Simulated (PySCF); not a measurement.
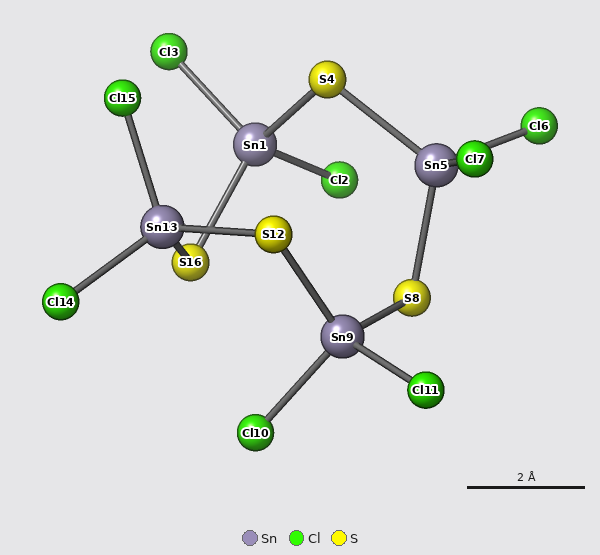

The structure as given in the input (ball-and-stick view, seen at a tilt; atoms are numbered from 1 in the order of the input). Sticks mark near contacts.

# Excited-state calculation of Sn$_{4}$S$_{4}$Cl$_{8}$

- system: Sn$_{4}$S$_{4}$Cl$_{8}$ (cyclo-(Cl2SnS)4)
- method: TDDFT CAM-B3LYP/def2-SVPD, vertical, gas phase, core orbitals frozen in the response (PySCF 2.14.0)

The geometry comes from this level: PBE0-D3(BJ)/def2-SVP. It belongs to a series of runs on one base structure; here: Cl, n=4.

## What the program printed
```
coarse grid: 107896 points
cycle   1  E = -6111.7486333312  dE = -7.466e+01  |g| = 8.411e+00  |ddm| = 2.940e+01
cycle   2  E = -5713.7069249751  dE =  3.980e+02  |g| = 2.416e+01  |ddm| = 2.267e+03
cycle   3  E = -6129.5354398188  dE = -4.158e+02  |g| = 2.033e+00  |ddm| = 2.269e+03
cycle   4  E = -6130.0963663880  dE = -5.609e-01  |g| = 1.350e+00  |ddm| = 9.877e+00
cycle   5  E = -6130.6129066664  dE = -5.165e-01  |g| = 1.737e-01  |ddm| = 2.931e+00
cycle   6  E = -6130.6191822122  dE = -6.276e-03  |g| = 1.364e-01  |ddm| = 6.958e-01
cycle   7  E = -6130.6248530104  dE = -5.671e-03  |g| = 3.009e-02  |ddm| = 2.968e-01
cycle   8  E = -6130.6251443056  dE = -2.913e-04  |g| = 1.179e-02  |ddm| = 7.268e-02
cycle   9  E = -6130.6252111035  dE = -6.680e-05  |g| = 2.848e-03  |ddm| = 3.799e-02
cycle  10  E = -6130.6252158737  dE = -4.770e-06  |g| = 1.488e-03  |ddm| = 1.049e-02
final grid: 197128 points
cycle  11  E = -6130.6247607556  dE = -5.356e-07  |g| = 1.508e-03  |ddm| = 8.662e-03
cycle  12  E = -6130.6247606262  dE =  1.294e-07  |g| = 1.703e-03  |ddm| = 6.368e-03
cycle  13  E = -6130.6247615449  dE = -9.187e-07  |g| = 1.500e-04  |ddm| = 3.384e-03
cycle  14  E = -6130.6247615549  dE = -9.972e-09  |g| = 5.996e-05  |ddm| = 3.881e-04
cycle  15  E = -6130.6247615585  dE = -3.620e-09  |g| = 3.010e-05  |ddm| = 3.325e-04
cycle  16  E = -6130.6247615589  dE = -3.747e-10  |g| = 5.259e-06  |ddm| = 8.317e-05
```

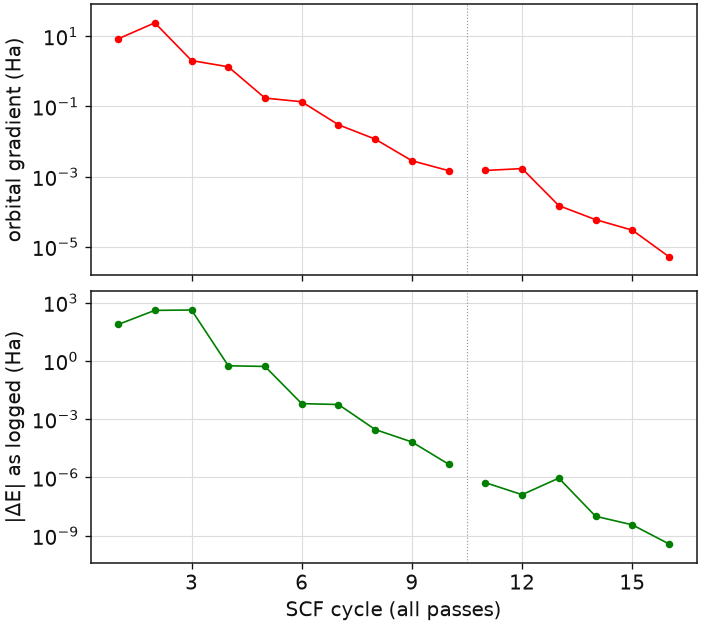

Convergence of the self-consistent field: orbital gradient and size of the energy change against the SCF cycle. The dotted line marks the change from a coarse to the final integration grid. The first 10 cycles use a coarse grid, the final grid takes over at cycle 11, and the field converges after 16 cycles in all.

```
converged SCF energy = -6130.6247615589

Static polarisability (au): isotropic 339.715, principal 287.818 364.047 367.279

Singlet excitations
state   eV       nm        f      main configurations
  1   4.1569    298.3   0.04302   H->L 0.68, H-2->L+2 0.10
  2   4.1674    297.5   0.03738   H-1->L 0.55, H-2->L 0.09
  3   4.2204    293.8   0.01111   H->L+2 0.27, H-1->L+1 0.21, H-2->L 0.20
  4   4.2955    288.6   0.00010   H->L+2 0.31, H-1->L+1 0.28, H-3->L 0.11
  5   4.3021    288.2   0.00297   H->L+1 0.44, H-1->L+1 0.13, H-2->L+3 0.12
  6   4.3751    283.4   0.00167   H-1->L+2 0.54, H-3->L+3 0.15, H->L+1 0.15
  7   4.3929    282.2   0.00675   H->L+3 0.62, H-3->L+1 0.12, H-2->L+1 0.09
  8   4.4176    280.7   0.00779   H-1->L+3 0.62, H-3->L+2 0.13, H-2->L+2 0.11
  9   5.0296    246.5   0.00073   H-7->L 0.28, H-6->L+1 0.20, H-5->L+2 0.20
 10   5.0883    243.7   0.01014   H-2->L 0.48, H-1->L+1 0.14, H->L+2 0.10

Triplet excitations (Tamm-Dancoff, eV): 3.7119 3.7268 3.7559 3.8116
Vertical ionisation energy (delta-SCF) = 10.0968 eV
Vertical electron affinity (delta-SCF) = 2.4963 eV
```

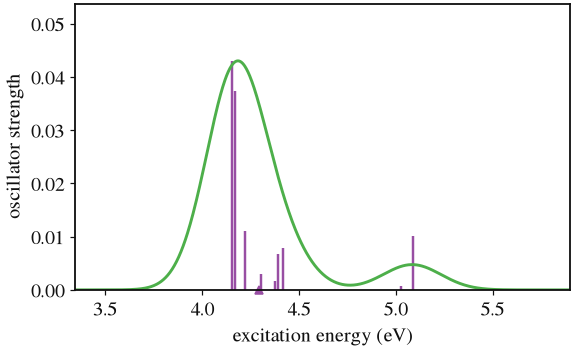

Computed excitations as sticks (degenerate states added up, dark ones marked on the axis), with a Gaussian envelope of 0.35 eV full width at half maximum, scaled to the tallest. Of the 10 states the lowest lies at 4.16 eV (f = 0.043); the strongest line is at 4.16 eV, or 298 nm (f = 0.043).

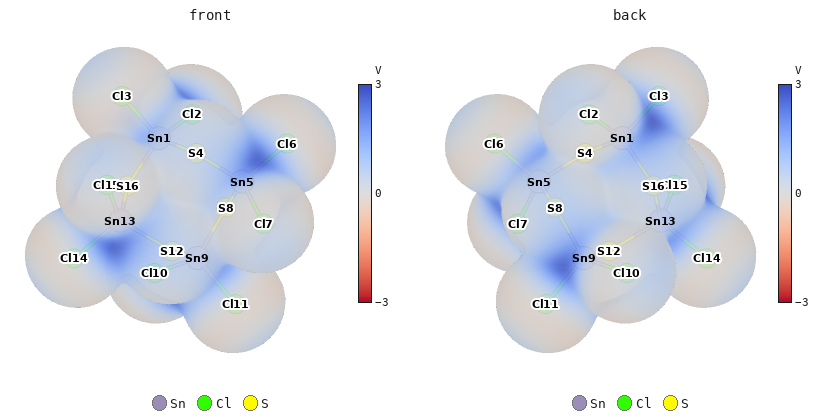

The electrostatic potential painted on the density surface at 0.002 e/bohr³, seen face on and from behind; red is negative and blue positive.

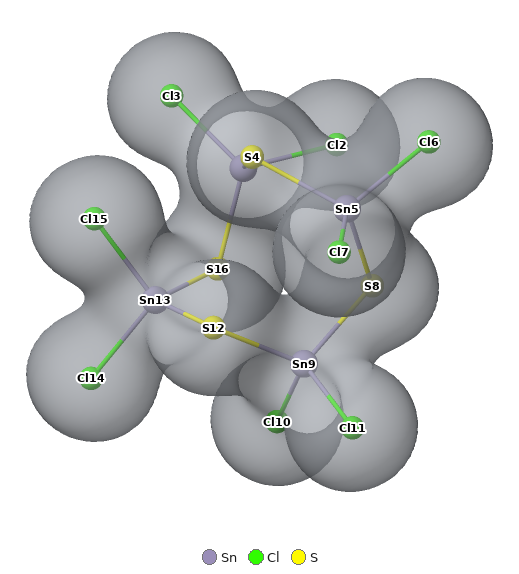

Isosurface of the electron density at 0.1 e/Å³ (grey), seen at a tilt. At this value the surface is in one piece. On the grid the lowest density along these lines, outside the cores, is 0.57 e/Å³ (Sn–Cl, 2.32 Å) and 0.55 e/Å³ (Sn–S, 2.40 Å).

This output came from the following input.

## Input file
```
{"job": {"kind": "uv", "xc": "CAM-B3LYP", "basis": "def2-SVPD", "ip": true, "nstates": 10}, "charge": 0, "multiplicity": 1}
Sn     0.564953    -0.905177     2.286223
Cl    -0.077014    -3.144099     2.266060
Cl     1.347269    -0.344788     4.398006
S     -1.384101     0.466223     1.979779
Sn    -2.437743    -0.695684     0.162533
Cl    -3.994786    -2.238765     0.913768
Cl    -3.548752     0.942783    -1.070124
S     -0.951092    -1.932348    -1.264863
Sn    -0.044462    -0.073856    -2.493914
Cl     2.125623    -0.671239    -3.098772
Cl    -1.248225     0.297089    -4.438523
S     -0.004339     2.021412    -1.311846
Sn     1.934511     1.629002     0.055203
Cl     3.849164     2.492857    -0.929026
Cl     1.567540     2.819538     2.021091
S      2.267116    -0.696898     0.590825
```

The first line tells a small driver script what to run in PySCF; the rest is the geometry in Å.

Launch command:
```bash
OMP_NUM_THREADS=2 python <driver script> task.json out
```

## Results in brief

| quantity | value |
| --- | --- |
| outcome | converged |
| total energy | −6130.624762 hartree |
| HOMO | −9.86 eV |
| LUMO | −2.87 eV |
| dipole moment | 0.22 D |
| mean polarisability | 339.71 a.u. |
| vertical ionisation energy | 10.10 eV |
| vertical electron affinity | 2.50 eV |
| lowest singlet excitation | 4.16 eV |
| hardware | 2 CPU threads, shared host |
| wall time | 37 min (CPU time 82 min) |
| peak memory | 4.7 GiB |

## Remarks

Spin–orbit coupling is left out, which matters for the heavy atoms.
